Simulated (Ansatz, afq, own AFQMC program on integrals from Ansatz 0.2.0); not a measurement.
# H₂O+ (doublet): quantum Monte Carlo beside coupled cluster at distance O1–H2 = 1.091 Å, 6-31G, part 2 of 2

Ansatz 0.2.0, Gaussian basis, and an in-house AFQMC program (afq) on its integrals; all values are calculated; 6-31G, frozen cores. Earlier steps stand in the parts before.

**14. Phaseless AFQMC, CISD trial on UHF**

It reads the integrals that the CCSD(T) run on this determinant wrote.

On the command line:

```bash
$ afq ham --method phaseless --trial cisd --walkers 4000 --populations 20 --least-time 60 --time-step 0.005 --steps-per-block 50 --equilibration-blocks 28 --max-blocks 4000 --target-error 0.00016 --factor-cut 1e-05 --start spin_pure --seed 3808 --release-times 0.24,0.51,0.99,1.62,2.4 --release-step 0.03 --release-every 3 --taylor-order 6
```

The log of the run:

```text
orbitals 12  electrons 4 3  factors 66 of 139
reference energy -75.57976062 Eh
CCSD correlation -0.10791328 Eh in 10 cycles, weight of the determinant in the CISD state 0.9601
energy of the start -75.687599 Eh
 block  time / (1/Eh)  mean weight  energy / Eh
     1     0.250  1.0000  -75.687233
     2     0.500  0.9999  -75.687799
     3     0.750  1.0002  -75.688359
     4     1.000  1.0001  -75.688363
     5     1.250  0.9999  -75.688645
     6     1.500  1.0001  -75.688763
     7     1.750  1.0000  -75.688644
     8     2.000  1.0000  -75.688816
     9     2.250  1.0000  -75.689258
    10     2.500  0.9998  -75.689339
    11     2.750  0.9999  -75.689384
    12     3.000  1.0000  -75.688848
    13     3.250  1.0000  -75.688508
    14     3.500  1.0001  -75.688822
    15     3.750  0.9998  -75.688607
    16     4.000  1.0000  -75.688522
    17     4.250  1.0001  -75.688742
    18     4.500  1.0001  -75.688869
    19     4.750  1.0001  -75.688592
    20     5.000  1.0001  -75.688851
    21     5.250  0.9998  -75.688511
    22     5.500  0.9999  -75.689072
    23     5.750  0.9999  -75.688495
    24     6.000  0.9999  -75.688558
    25     6.250  0.9999  -75.688846
    26     6.500  0.9999  -75.688515
    27     6.750  1.0000  -75.688550
    28     7.000  1.0002  -75.688800
    29     7.250  1.0002  -75.688587
    30     7.500  0.9999  -75.688802
    31     7.750  1.0003  -75.688599
    32     8.000  1.0002  -75.688754
    33     8.250  1.0002  -75.688865
    34     8.500  1.0001  -75.688479
    35     8.750  1.0001  -75.688958
    36     9.000  1.0000  -75.688668
    37     9.250  1.0000  -75.688718
    38     9.500  1.0002  -75.688818
    39     9.750  1.0000  -75.688918
    40    10.000  1.0002  -75.688904
    41    10.250  0.9998  -75.688768
    42    10.500  1.0001  -75.688569
    43    10.750  1.0000  -75.688896
    44    11.000  1.0001  -75.688843
    45    11.250  0.9998  -75.688770
    46    11.500  1.0003  -75.688600
    47    11.750  1.0000  -75.688622
    48    12.000  1.0001  -75.688835
    49    12.250  1.0000  -75.688624
    50    12.500  1.0004  -75.688991
    51    12.750  0.9999  -75.688948
    52    13.000  1.0002  -75.688377
    53    13.250  0.9999  -75.688813
    54    13.500  1.0001  -75.689183
    55    13.750  1.0001  -75.688685
    56    14.000  1.0001  -75.688645
    57    14.250  1.0000  -75.689256
    58    14.500  0.9999  -75.688639
    59    14.750  0.9999  -75.688971
    60    15.000  0.9999  -75.688799
    61    15.250  0.9999  -75.688574
    62    15.500  0.9998  -75.688646
    63    15.750  1.0001  -75.688721
    64    16.000  1.0000  -75.688716
    65    16.250  0.9999  -75.688407
    66    16.500  1.0002  -75.688743
    67    16.750  0.9999  -75.688484
    68    17.000  1.0000  -75.689063
    69    17.250  0.9999  -75.689031
    70    17.500  1.0001  -75.688599
    71    17.750  0.9997  -75.688578
    72    18.000  1.0000  -75.688632
    73    18.250  1.0002  -75.688949
    74    18.500  1.0000  -75.688824
    75    18.750  1.0001  -75.688483
    76    19.000  1.0001  -75.688630
    77    19.250  1.0001  -75.688598
    78    19.500  1.0000  -75.688403
error from the spread of 20 populations
released: time / (1/Eh)  energy / Eh  error  mean overlap
  0.24  -75.688794  0.000031  1.0007
  0.51  -75.688868  0.000020  1.0017
  0.99  -75.688883  0.000034  1.0011
  1.62  -75.688898  0.000030  1.0009
  2.40  -75.688832  0.000039  1.0036
energy -75.688740 +/- 0.000038 Eh
```

It took 23 s on 1 × NVIDIA H100 80GB HBM3 with 2 threads of AMD EPYC 7R13 (Zen 3), shared host.

Energy -2059.5955 ± 0.0010 eV. Caveats: constraint bias not in the error.

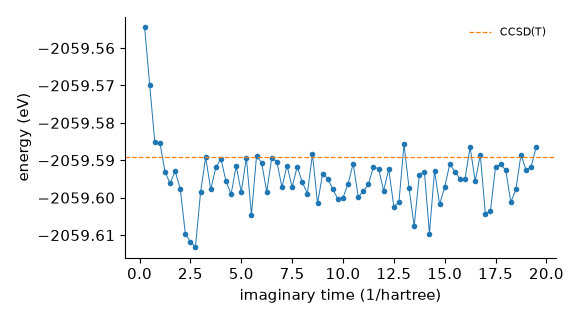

Block energies along the walk.

**15. Phaseless AFQMC, single-determinant trial on UHF**

It reads the integrals that the CCSD(T) run on this determinant wrote.

On the command line:

```bash
$ afq ham --method phaseless --trial hf --walkers 4000 --populations 20 --least-time 40 --time-step 0.005 --steps-per-block 20 --equilibration-blocks 112 --max-blocks 4000 --target-error 0.0008 --factor-cut 1e-05 --start spin_pure --seed 951 --taylor-order 6
```

The log of the run:

```text
orbitals 12  electrons 4 3  factors 66 of 139
reference energy -75.57976062 Eh
CCSD correlation -0.10791328 Eh in 10 cycles, weight of the determinant in the CISD state 0.9601
energy of the start -75.580183 Eh
 block  time / (1/Eh)  mean weight  energy / Eh
     1     0.100  1.0008  -75.610153
     2     0.200  1.0007  -75.629449
     3     0.300  1.0008  -75.645143
     4     0.400  1.0006  -75.657276
     5     0.500  1.0008  -75.665361
     6     0.600  1.0004  -75.673410
     7     0.700  1.0006  -75.674168
     8     0.800  1.0000  -75.674546
     9     0.900  1.0000  -75.677864
    10     1.000  1.0002  -75.680201
    11     1.100  1.0001  -75.679608
    16     1.600  1.0001  -75.692371
    21     2.100  0.9997  -75.694957
    26     2.600  0.9998  -75.694073
    31     3.100  0.9997  -75.687164
    36     3.600  1.0000  -75.682816
    41     4.100  1.0000  -75.687065
    46     4.600  1.0002  -75.686536
    51     5.100  1.0003  -75.693028
    56     5.600  1.0001  -75.689634
    61     6.100  1.0001  -75.686474
    66     6.600  1.0000  -75.686505
    71     7.100  1.0002  -75.692414
    76     7.600  0.9999  -75.688536
    81     8.100  0.9998  -75.690651
    86     8.600  1.0000  -75.691144
    91     9.100  0.9999  -75.690808
    96     9.600  0.9997  -75.690426
   101    10.100  0.9998  -75.694632
   106    10.600  1.0001  -75.692007
   111    11.100  1.0002  -75.690209
   116    11.600  1.0000  -75.691277
   121    12.100  1.0001  -75.694658
   126    12.600  0.9995  -75.690744
   131    13.100  0.9997  -75.683521
   136    13.600  1.0002  -75.691212
   141    14.100  1.0000  -75.685984
   146    14.600  0.9998  -75.687023
   151    15.100  1.0002  -75.686163
   156    15.600  1.0000  -75.685036
   161    16.100  1.0001  -75.690934
   166    16.600  0.9998  -75.689374
   171    17.100  1.0002  -75.693080
   176    17.600  1.0002  -75.689428
   181    18.100  1.0000  -75.694113
   186    18.600  1.0000  -75.689575
   191    19.100  0.9999  -75.689787
   196    19.600  0.9994  -75.691414
   201    20.100  1.0000  -75.687876
   206    20.600  1.0001  -75.688497
   211    21.100  1.0001  -75.693852
error from the spread of 20 populations
energy -75.689347 +/- 0.000744 Eh
```

Wall time 20 s (1 × NVIDIA H100 80GB HBM3 with 2 threads of AMD EPYC 7R13 (Zen 3), shared host).

Energy -2059.6121 ± 0.0202 eV. Caveats: constraint bias not in the error.

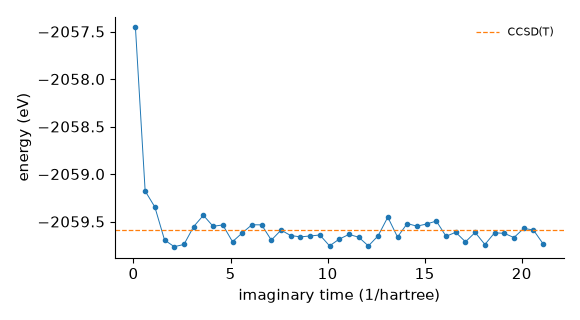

Block energies along the walk.

**16. Free-projection AFQMC, CISD trial on UHF**

It reads the integrals that the CCSD(T) run on this determinant wrote.

On the command line:

```bash
$ afq ham --method free --trial cisd --walkers 4000 --time-step 0.03 --max-blocks 4000 --target-error 0.00032 --factor-cut 1e-05 --seed 3646 --times 0,0.3,0.6,1.2,1.8,2.4,3.6,4.8,6 --taylor-order 8
```

The log of the run:

```text
orbitals 12  electrons 4 3  factors 66 of 139
reference energy -75.57976062 Eh
CCSD correlation -0.10791328 Eh in 10 cycles, weight of the determinant in the CISD state 0.9601
repeat  energy at the last time / Eh  error
    10  -75.688860  0.000054
    20  -75.688909  0.000045
    30  -75.688855  0.000037
time / (1/Eh)  energy / Eh  error  mean overlap
  0.00  -75.687685  0.000017  1.0415
  0.30  -75.688557  0.000017  1.0413
  0.60  -75.688738  0.000019  1.0417
  1.20  -75.688829  0.000016  1.0427
  1.80  -75.688829  0.000021  1.0465
  2.40  -75.688889  0.000022  1.0469
  3.60  -75.688867  0.000030  1.0458
  4.80  -75.688885  0.000035  1.0460
  6.00  -75.688859  0.000037  1.0503
energy -75.688859 +/- 0.000037 Eh
```

Wall time 15 s (1 × NVIDIA H100 80GB HBM3 with 2 threads of AMD EPYC 7R13 (Zen 3), shared host).

Energy -2059.5988 ± 0.0010 eV. Caveats: remainder of the start not in the error.

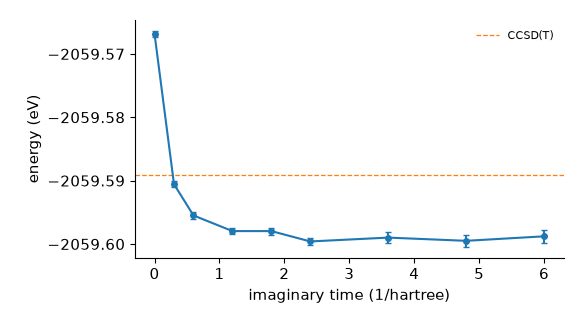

Energy against projection time, with error bars.

**17. Phaseless AFQMC, CID trial on UHF (settings varied)**

It reads the integrals that the CCSD(T) run on this determinant wrote.

On the command line:

```bash
$ afq ham --method phaseless --trial cid --walkers 80 --populations 1 --least-time 40 --time-step 0.005 --steps-per-block 25 --equilibration-blocks 80 --max-blocks 480 --target-error 0.00064 --factor-cut 1e-05 --start spin_pure --seed 7144 --release-times 0.3,0.6,0.9,1.2 --release-step 0.05 --release-every 8 --taylor-order 6
```

The log of the run:

```text
orbitals 12  electrons 4 3  factors 66 of 139
reference energy -75.57976062 Eh
CCSD correlation -0.10791328 Eh in 10 cycles, weight of the determinant in the CISD state 0.9601
energy of the start -75.688464 Eh
 block  time / (1/Eh)  mean weight  energy / Eh
     1     0.125  1.0019  -75.687416
     2     0.250  0.9989  -75.687126
     3     0.375  1.0002  -75.687343
     4     0.500  0.9978  -75.687420
     5     0.625  0.9992  -75.688501
     6     0.750  1.0011  -75.688221
     7     0.875  1.0011  -75.687495
     8     1.000  1.0012  -75.689532
     9     1.125  0.9999  -75.687639
    10     1.250  0.9993  -75.688278
    11     1.375  1.0015  -75.687987
    21     2.625  1.0012  -75.688994
    31     3.875  1.0010  -75.688164
    41     5.125  0.9999  -75.692056
    51     6.375  0.9991  -75.687609
    61     7.625  0.9990  -75.692642
    71     8.875  0.9996  -75.688322
    81    10.125  0.9984  -75.687931
    91    11.375  0.9980  -75.691176
   101    12.625  1.0007  -75.686807
   111    13.875  1.0023  -75.687293
   121    15.125  1.0007  -75.692521
   131    16.375  0.9990  -75.690705
   141    17.625  0.9990  -75.689271
   151    18.875  0.9993  -75.688088
   161    20.125  1.0010  -75.688126
   171    21.375  1.0004  -75.689027
   181    22.625  0.9996  -75.689219
   191    23.875  0.9999  -75.688175
   201    25.125  1.0000  -75.689447
   211    26.375  1.0020  -75.688257
   221    27.625  0.9994  -75.690194
   231    28.875  1.0002  -75.689188
   241    30.125  0.9980  -75.688174
   251    31.375  1.0009  -75.689182
   261    32.625  0.9995  -75.690537
   271    33.875  1.0007  -75.689678
   281    35.125  0.9998  -75.688670
   291    36.375  1.0016  -75.690056
   301    37.625  1.0010  -75.688478
   311    38.875  0.9999  -75.690799
   321    40.125  1.0005  -75.689844
   331    41.375  1.0003  -75.687702
   341    42.625  0.9995  -75.690100
   351    43.875  0.9991  -75.690669
   361    45.125  0.9997  -75.687830
   371    46.375  1.0002  -75.687920
   381    47.625  0.9998  -75.690754
   391    48.875  1.0003  -75.687530
blocks merged  error / Eh  count
     1  0.000123  320
     2  0.000164  160
     4  0.000193  80
     8  0.000249  40
    16  0.000235  20
    32  0.000229  10
released: time / (1/Eh)  energy / Eh  error  mean overlap
  0.30  -75.688910  0.000130  1.0078
  0.60  -75.688857  0.000167  1.0127
  0.90  -75.689068  0.000140  1.0156
  1.20  -75.689134  0.000146  1.0178
energy -75.689099 +/- 0.000249 Eh
```

Run time: 50 s. Hardware: 1 × NVIDIA H100 80GB HBM3 with 2 threads of AMD EPYC 7R13 (Zen 3), shared host.

Energy -2059.6053 ± 0.0068 eV. Caveats: constraint bias not in the error.

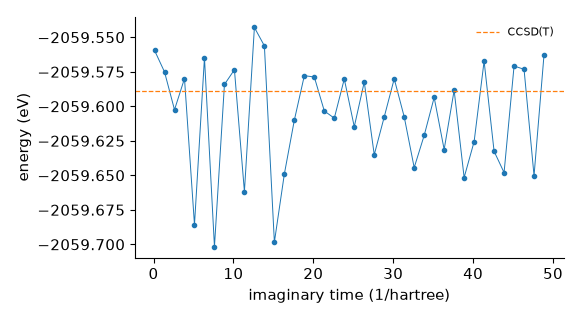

Block energies along the walk.

**18. All levels side by side**

The full CI on restricted orbitals is not used as the yardstick for these unrestricted rows.

On the UHF determinant, counted from CCSDTQ (a yardstick, not exact):

| level | energy (eV) | from CCSDTQ (kcal/mol) | statistical error (kcal/mol) | time |
| --- | --- | --- | --- | --- |
| HF | -2056.6301 | +68.47 |  |  |
| MP2 | -2059.2272 | +8.58 |  |  |
| CCSD | -2059.5665 | +0.76 |  |  |
| CCSD(T) | -2059.5892 | +0.24 |  |  |
| CCSDT(Q) | -2059.5991 | +0.01 |  |  |
| CCSDTQ | -2059.5994 | 0.00 |  |  |
| Phaseless AFQMC, CISD trial, step 0.005, 4000 walkers | -2059.5955 | +0.09 | 0.02 | 23 s |
| Phaseless AFQMC, single-determinant trial, step 0.005, 4000 walkers | -2059.6121 | -0.29 | 0.47 | 20 s |
| Free-projection AFQMC, CISD trial, step 0.03, 4000 walkers | -2059.5988 | +0.01 | 0.02 | 15 s |
| Phaseless AFQMC, CID trial, step 0.005, 80 walkers | -2059.6053 | -0.14 | 0.16 | 50 s |

The functionals' totals stand on their own zeros and serve differences with other points: PBE -2063.998 eV; r2SCAN -2065.199 eV; PBE0 -2064.049 eV; B3LYP -2066.250 eV; wB97M-V -2065.423 eV; B2PLYP -2063.928 eV.

**19. What came out**

What follows sums up all 2 parts.

```
                                                    quantity                  value
                                  CCSD(T) on UHF from CCSDTQ         +0.24 kcal/mol
              Phaseless AFQMC, CISD trial on UHF from CCSDTQ  +0.09 ± 0.02 kcal/mol
Phaseless AFQMC, single-determinant trial on UHF from CCSDTQ  -0.29 ± 0.47 kcal/mol
        Free-projection AFQMC, CISD trial on UHF from CCSDTQ  +0.01 ± 0.02 kcal/mol
```

**Reading.** On UHF the phaseless walk with the CISD trial lies +0.09 kcal/mol from CCSDTQ, 4 times its error bar. Free projection has no constraint; at the last time it gives +0.01 ± 0.02 kcal/mol, and from a start that isn't spin pure other spins can mix in. Error bars are statistical and leave out the constraint, the time step and what remains of the start.
